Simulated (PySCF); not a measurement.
# [TlH]2+: how settings move a single point

Aim: repeat the single point on relaxed [TlH]2+ with altered settings, some of them bad on purpose. The structure is generated, not taken from experiment.

Program: PySCF 2.14.0. Level of theory: r2SCAN, Tl def2-SVP with ECP60, H def2-SVP; scalar-relativistic core potentials, no spin–orbit coupling. These are calculated values, not measurements.

3 further runs of the same task are left out: 2 for a known fault of the program, 1 set aside as unsound or not needed.

**1. Where the work starts**

2 atoms, charge 2, spin multiplicity 1.

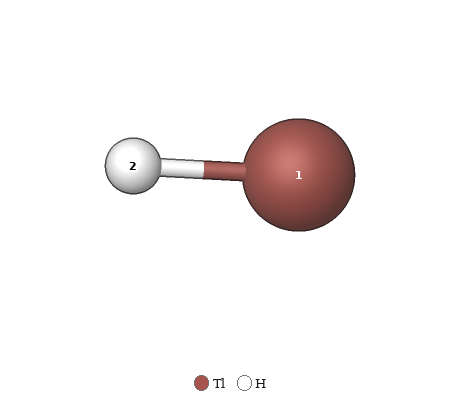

The structure; thallium brown, hydrogen white; atoms are numbered from 1 in the order of the file.

Coordinates:

```
Tl    0.0000    0.0000    0.0865
H     0.0000    0.0000    1.8642
```

Formal oxidation states: Tl +3. An earlier session relaxed this geometry at r2SCAN, Tl def2-SVP with ECP60, H def2-SVP (singlet, point group C∞v).

The sound run used a (50, 194) grid (finer on f atoms), a threshold of 1e-8 and at most 55 cycles, and ended at -172.247026 Eh.

**2. Try 1**

The input, run.py (the lines that set the calculation):

```python
mol = gto.M(atom='''
Tl     0.00000     0.00000     0.09690
H      0.00000     0.00000     2.08791''',
    basis={'Tl': 'def2-SVP', 'H': 'def2-SVP'},
    ecp={'Tl': 'def2-SVP'},
    charge=2, spin=0)
mf = dft.RKS(mol, xc='R2SCAN')
mf.grids.atom_grid = (50, 194)
mf = mf.density_fit()  # fitting sets: Tl def2-universal-JKFIT, H def2-universal-JKFIT
mf.conv_tol = 1e-08; mf.max_cycle = 55
mf.kernel(dm0)  # dm0: free metal ions and neutral atoms
```

Command:

```
> OMP_NUM_THREADS=2 python run.py
```

Log:

```text
init E= -170.62123385411
  HOMO = -1.06635844941273  LUMO = -0.78085815587361  gap/eV = 7.76886
cycle= 1 E= -172.080261733125  delta_E= -1.46  |g|= 0.671  |ddm|= 1.93
  HOMO = -0.89055137471555  LUMO = -0.700647240293905  gap/eV = 5.16755
cycle= 2 E= -172.024090312074  delta_E= 0.0562  |g|= 0.745  |ddm|= 3.23
  HOMO = -0.914279428701699  LUMO = -0.714809339393861  gap/eV = 5.42786
cycle= 3 E= -172.228673635166  delta_E= -0.205  |g|= 0.125  |ddm|= 1.98
  HOMO = -0.927013534215254  LUMO = -0.745565238196717  gap/eV = 4.93746
cycle= 4 E= -172.242114938395  delta_E= -0.0134  |g|= 0.0433  |ddm|= 0.587
  HOMO = -0.925747761083585  LUMO = -0.748808381050711  gap/eV = 4.81477
cycle= 5 E= -172.243104845979  delta_E= -0.00099  |g|= 0.00791  |ddm|= 0.0933
  HOMO = -0.927053110961187  LUMO = -0.74997289912019  gap/eV = 4.81860
cycle= 6 E= -172.24313864769  delta_E= -3.38e-05  |g|= 0.000608  |ddm|= 0.0227
  HOMO = -0.927119918500115  LUMO = -0.750146581508634  gap/eV = 4.81569
cycle= 7 E= -172.243138857795  delta_E= -2.1e-07  |g|= 3.08e-05  |ddm|= 0.00212
  HOMO = -0.927119479640379  LUMO = -0.750141126842474  gap/eV = 4.81583
cycle= 8 E= -172.243138858291  delta_E= -4.96e-10  |g|= 5e-06  |ddm|= 8.41e-05
  HOMO = -0.92711929865192  LUMO = -0.750140998387002  gap/eV = 4.81582
Extra cycle  E= -172.243138858265  delta_E= 2.66e-11  |g|= 8.09e-06  |ddm|= 3.82e-05
converged SCF energy = -172.243138858265
```

It took 0.4 s on 2 threads of Arm Neoverse V2, shared host.

Changed: the scale of all coordinates (1.12). It converges in 8 cycles, +0.106 eV from the sound run, with a largest force component of 0.81 eV/Å. The setting is unsound, so these numbers aren't the compound's.

**3. Try 2**

The input, run.py (the lines that set the calculation):

```python
mol = gto.M(atom='''
Tl     0.00000     0.00000     0.08652
H      0.00000     0.00000     1.86421''',
    basis={'Tl': 'def2-SVP', 'H': 'def2-SVP'},
    ecp={'Tl': 'def2-SVP'},
    charge=2, spin=0)
mf = dft.RKS(mol, xc='R2SCAN')
mf.grids.atom_grid = (50, 194)
mf = mf.density_fit()  # fitting sets: Tl def2-universal-JKFIT, H def2-universal-JKFIT
mf.conv_tol = 1e-08; mf.max_cycle = 55
mf.kernel(dm0)  # dm0: smeared density
```

Command:

```
> OMP_NUM_THREADS=2 python run.py
```

Log:

```text
init E= -172.234282677558
  HOMO = -0.954391070268073  LUMO = -0.747053004255428  gap/eV = 5.64196
cycle= 1 E= -172.247017681757  delta_E= -0.0127  |g|= 0.00575  |ddm|= 0.094
  HOMO = -0.952288682123549  LUMO = -0.746042951395764  gap/eV = 5.61223
cycle= 2 E= -172.247024701112  delta_E= -7.02e-06  |g|= 0.00211  |ddm|= 0.0127
  HOMO = -0.952842516329271  LUMO = -0.746341915082704  gap/eV = 5.61917
cycle= 3 E= -172.24702568312  delta_E= -9.82e-07  |g|= 0.000305  |ddm|= 0.00317
  HOMO = -0.952808082611681  LUMO = -0.746301557310407  gap/eV = 5.61933
cycle= 4 E= -172.247025695124  delta_E= -1.2e-08  |g|= 0.000118  |ddm|= 0.0007
  HOMO = -0.952800484827679  LUMO = -0.74629403107401  gap/eV = 5.61933
cycle= 5 E= -172.247025702836  delta_E= -7.71e-09  |g|= 1.95e-05  |ddm|= 0.000382
  HOMO = -0.952802036166061  LUMO = -0.746295854556727  gap/eV = 5.61932
Extra cycle  E= -172.247025702552  delta_E= 2.84e-10  |g|= 3.02e-05  |ddm|= 0.000143
converged SCF energy = -172.247025702552
```

Wall time 0.3 s (2 threads of Arm Neoverse V2, shared host).

Changed: the starting guess (smeared density). It converges in 5 cycles, at the sound run's energy within 0.001 eV, with a largest force component of 0.00 eV/Å. The result survives the change.

**4. Try 3**

Edit run.py (the lines that set the calculation) of step 3 so:

```diff
@@ -7,5 +7,5 @@
 mf = dft.RKS(mol, xc='R2SCAN')
-mf.grids.atom_grid = (50, 194)
+mf.grids.atom_grid = (15, 26)
 mf = mf.density_fit()  # fitting sets: Tl def2-universal-JKFIT, H def2-universal-JKFIT
 mf.conv_tol = 1e-08; mf.max_cycle = 55
-mf.kernel(dm0)  # dm0: smeared density
+mf.kernel(dm0)  # dm0: free metal ions and neutral atoms
```

Command:

```
> OMP_NUM_THREADS=2 python run.py
```

Log:

```text
init E= -170.545476852099
  HOMO = -1.07772265587339  LUMO = -0.800367662495684  gap/eV = 7.54721
cycle= 1 E= -172.010667699636  delta_E= -1.47  |g|= 0.656  |ddm|= 1.78
  HOMO = -0.914094437117444  LUMO = -0.69760658451701  gap/eV = 5.89093
cycle= 2 E= -171.986164747846  delta_E= 0.0245  |g|= 0.661  |ddm|= 2.72
  HOMO = -0.934724180265497  LUMO = -0.719047023551568  gap/eV = 5.86887
cycle= 3 E= -172.135252835913  delta_E= -0.149  |g|= 0.111  |ddm|= 1.61
  HOMO = -0.948664454417924  LUMO = -0.737709443143885  gap/eV = 5.74038
cycle= 4 E= -172.143630664151  delta_E= -0.00838  |g|= 0.0263  |ddm|= 0.409
  HOMO = -0.946918218472307  LUMO = -0.739458960039289  gap/eV = 5.64525
cycle= 5 E= -172.143961794333  delta_E= -0.000331  |g|= 0.00395  |ddm|= 0.054
  HOMO = -0.947352566813501  LUMO = -0.739736851579194  gap/eV = 5.64951
cycle= 6 E= -172.143970189636  delta_E= -8.4e-06  |g|= 0.00017  |ddm|= 0.0113
  HOMO = -0.947382374569051  LUMO = -0.739789255724107  gap/eV = 5.64890
cycle= 7 E= -172.143970200781  delta_E= -1.11e-08  |g|= 1.64e-05  |ddm|= 0.000744
  HOMO = -0.947382439862909  LUMO = -0.739785585010098  gap/eV = 5.64900
cycle= 8 E= -172.143970200893  delta_E= -1.12e-10  |g|= 2.82e-06  |ddm|= 3.88e-05
  HOMO = -0.947382527238195  LUMO = -0.739785827196125  gap/eV = 5.64899
Extra cycle  E= -172.143970200888  delta_E= 4.38e-12  |g|= 3.9e-06  |ddm|= 1.63e-05
converged SCF energy = -172.143970200888
```

Wall time 0.2 s (2 threads of Arm Neoverse V2, shared host).

Changed: the integration grid, to (15, 26). It converges in 8 cycles, +2.804 eV from the sound run, with a largest force component of 0.74 eV/Å. The setting is unsound, so these numbers aren't the compound's.

**5. Try 4**

Edit run.py (the lines that set the calculation) of step 4 so:

```diff
@@ -7,5 +7,5 @@
 mf = dft.RKS(mol, xc='R2SCAN')
-mf.grids.atom_grid = (15, 26)
+mf.grids.atom_grid = (50, 194)
 mf = mf.density_fit()  # fitting sets: Tl def2-universal-JKFIT, H def2-universal-JKFIT
-mf.conv_tol = 1e-08; mf.max_cycle = 55
+mf.conv_tol = 0.0001; mf.max_cycle = 55
 mf.kernel(dm0)  # dm0: free metal ions and neutral atoms
```

Command:

```
> OMP_NUM_THREADS=2 python run.py
```

Log:

```text
init E= -170.647567121641
  HOMO = -1.08341750128173  LUMO = -0.809018590174  gap/eV = 7.46677
cycle= 1 E= -172.115215070621  delta_E= -1.47  |g|= 0.654  |ddm|= 1.82
  HOMO = -0.919287377308483  LUMO = -0.703073746863635  gap/eV = 5.88347
cycle= 2 E= -172.091482996666  delta_E= 0.0237  |g|= 0.655  |ddm|= 2.72
  HOMO = -0.940489752582923  LUMO = -0.726683269808667  gap/eV = 5.81797
cycle= 3 E= -172.238500502168  delta_E= -0.147  |g|= 0.11  |ddm|= 1.61
  HOMO = -0.954274352358634  LUMO = -0.744445392388765  gap/eV = 5.70974
cycle= 4 E= -172.24666521001  delta_E= -0.00816  |g|= 0.0269  |ddm|= 0.412
  HOMO = -0.952378496520407  LUMO = -0.745980359955003  gap/eV = 5.61638
cycle= 5 E= -172.247016303894  delta_E= -0.000351  |g|= 0.00417  |ddm|= 0.0558
  HOMO = -0.952775905086749  LUMO = -0.746244285339617  gap/eV = 5.62001
cycle= 6 E= -172.247025684708  delta_E= -9.38e-06  |g|= 0.000189  |ddm|= 0.0119
  HOMO = -0.952782416172091  LUMO = -0.746279369326106  gap/eV = 5.61923
Extra cycle  E= -172.247025683061  delta_E= 1.65e-09  |g|= 0.000185  |ddm|= 0.00109
converged SCF energy = -172.247025683061
```

Wall time 0.3 s (2 threads of Arm Neoverse V2, shared host).

Changed: the SCF threshold (0.0001). It converges in 6 cycles, at the sound run's energy within 0.001 eV, with a largest force component of 0.00 eV/Å. The result survives the change.

**6. Try 5**

The input, run.py (the lines that set the calculation):

```python
mol = gto.M(atom='''
Tl     0.00000     0.00000     0.08652
H      0.00000     0.00000     0.58652''',
    basis={'Tl': 'def2-SVP', 'H': 'def2-SVP'},
    ecp={'Tl': 'def2-SVP'},
    charge=2, spin=0)
mf = dft.RKS(mol, xc='R2SCAN')
mf.grids.atom_grid = (50, 194)
mf = mf.density_fit()  # fitting sets: Tl def2-universal-JKFIT, H def2-universal-JKFIT
mf.conv_tol = 1e-08; mf.max_cycle = 97
mf.kernel(dm0)  # dm0: free metal ions and neutral atoms
```

Command:

```
> OMP_NUM_THREADS=2 python run.py
```

Log:

```text
init E= -166.400369689356
  HOMO = -1.14687251530698  LUMO = -0.728329782112489  gap/eV = 11.38913
cycle= 1 E= -166.668411705431  delta_E= -0.268  |g|= 0.515  |ddm|= 11.1
  HOMO = -0.982190908207196  LUMO = -0.610115036329764  gap/eV = 10.12470
cycle= 2 E= -166.698465346239  delta_E= -0.0301  |g|= 0.239  |ddm|= 1.53
  HOMO = -1.01406943323398  LUMO = -0.635307633112612  gap/eV = 10.30663
cycle= 3 E= -166.706357626837  delta_E= -0.00789  |g|= 0.0363  |ddm|= 0.643
  HOMO = -1.01696867513656  LUMO = -0.635833817399299  gap/eV = 10.37121
cycle= 4 E= -166.706656699748  delta_E= -0.000299  |g|= 0.00102  |ddm|= 0.163
  HOMO = -1.0167793372724  LUMO = -0.635653721200203  gap/eV = 10.37096
cycle= 5 E= -166.706656925008  delta_E= -2.25e-07  |g|= 0.00022  |ddm|= 0.0064
  HOMO = -1.0167889442406  LUMO = -0.635673156189291  gap/eV = 10.37069
cycle= 6 E= -166.706656934268  delta_E= -9.26e-09  |g|= 6.64e-06  |ddm|= 0.000961
  HOMO = -1.0167887196189  LUMO = -0.635674444476238  gap/eV = 10.37065
Extra cycle  E= -166.706656934273  delta_E= -5.83e-12  |g|= 4.47e-06  |ddm|= 6.21e-05
converged SCF energy = -166.706656934273
```

Wall time 0.3 s (2 threads of Arm Neoverse V2, shared host).

Changed: one atom's place (atom 2 put 0.5 Å from the metal); the cycle limit is 97. It converges in 6 cycles, +150.761 eV from the sound run, with a largest force component of 870.91 eV/Å. The setting is unsound, so these numbers aren't the compound's.

**7. Results**

| run | changed | ending | energy change (eV) | cycles | time | usable |
| --- | --- | --- | --- | --- | --- | --- |
| 1 | the scale of all coordinates | converged | +0.106 | 8 | 0.4 s | no |
| 2 | the starting guess | converged | 0.000 | 5 | 0.3 s | yes |
| 3 | the integration grid | converged | +2.804 | 8 | 0.2 s | no |
| 4 | the SCF threshold | converged | 0.000 | 6 | 0.3 s | yes |
| 5 | one atom's place | converged | +150.761 | 6 | 0.3 s | no |

2 of 5 altered runs give a usable result. 3 ended normally with numbers unfit to quote.
